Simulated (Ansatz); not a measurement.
## How far to go with the k-point mesh: Nb2PC (P3m1, 8 atoms in the cell)

```xyz
8
Lattice="3.3303 0.0000 0.0000 -1.6651 2.8841 0.0000 0.0000 0.0000 11.6201" Properties=species:S:1:pos:R:3 pbc="T T T"
Nb     0.0000     1.9227     4.6984
Nb     1.6651     0.9614     6.9717
Nb     1.6651     0.9614    10.4585
Nb     0.0000     1.9227     1.1617
P      1.6651     0.9614     2.9050
P      0.0000     1.9227     8.7151
C      0.0000     0.0000     5.8101
C      0.0000     0.0000     0.0000
```

Computed with PBEsol, default PAW files made with PBE (plane waves; Ansatz, an electronic-structure program).

Base settings: basis.ecutwfc = 420 eV; kpoints.mp_grid.grid = 11 11 3; hamiltonian.xc = pbesol; hamiltonian.pseudopotentials = {kind: paw} (the program's default PAW files); scf.occupations.method = gaussian; scf.occupations.width = 0.1 eV.

The second cell is the first with its lattice scaled by 0.98.

Only quantities that move along the ladder and can be compared are tabulated.

The count of work is k-points × plane waves × bands × iterations; it is no time. Core times come from one kind of shared machine, to one figure; runs under 30 s give none.

The starting cell comes from a database of computed structures (which also holds hypothetical and non-ambient phases and stackings), without a prior relaxation at this level. Its lattice was rescaled by up to half a per cent. One atom was moved a little off its site on purpose. Spin polarisation is off. In the base run, with a pressure of about -10 GPa the cell is away from its equilibrium volume at this level. Ansatz's pressure includes its estimate of the finite-basis (Pulay) stress.

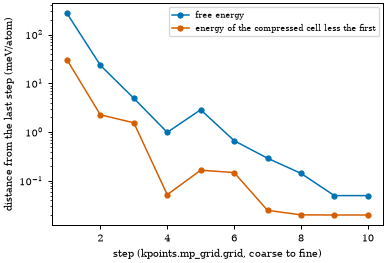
Fig. 1. Distance from the last step along the ladder; very small values are drawn at a floor.

| kpoints.mp_grid.grid | free energy less the last step's (meV/atom) | energy of the compressed cell less the first (meV/atom) | pressure (GPa) | largest difference of a force vector from the last step's (eV/Å) | count of work / last | core time / last (rough) |
|---|---|---|---|---|---|---|
| 2 2 1 | 272.85 | 14.79 | -4.44 | 1.223 | 0.0026 | – |
| 4 4 1 | 23.49 | -13.45 | -9.44 | 0.681 | 0.0044 | – |
| 5 5 2 | 4.95 | -14.16 | -9.58 | 0.030 | 0.011 | – |
| 7 7 2 | -0.99 | -15.77 | -9.86 | 0.197 | 0.024 | – |
| 9 9 3 | 2.88 | -15.55 | -9.81 | 0.035 | 0.046 | – |
| 11 11 3 | 0.67 | -15.57 | -9.82 | 0.054 | 0.054 | – |
| 12 12 3 | 0.29 | -15.74 | -9.85 | 0.090 | 0.064 | – |
| 15 15 4 | -0.14 | -15.73 | -9.85 | 0.019 | 0.13 | – |
| 22 22 6 | -0.04 | -15.71 | -9.84 | 0.005 | 0.42 | 0.4 |
| 25 25 6 | -0.02 | -15.71 | -9.84 | 0.006 | 0.54 | 0.5 |
| 30 30 8 | 0.00 | -15.71 | -9.84 | 0.000 | 1.0 | 1 |

Coarsest kpoints.mp_grid.grid that holds the pressure within 1 GPa of the last step, with all finer ones: 4 4 1, at 0.0044 of the last step's count of work; the step before is off by 5.4 GPa.

Coarsest kpoints.mp_grid.grid that holds the free energy within 2 meV/atom of the last step, with all finer ones: 11 11 3, at 0.054 of the last step's count of work; the step before is off by 2.9 meV/atom.

Coarsest kpoints.mp_grid.grid that holds the forces within 0.01 eV/Å: not settled: the last two steps still differ by 0.006 eV/Å, over half the tolerance, so the ladder does not show it.

The energy difference between the two cells stays within 1 meV/atom of the last step's from 7 7 2 on, the total only from 11 11 3 on: much of the error is common to both cells and cancels.

Keys are those of Ansatz 0.2.
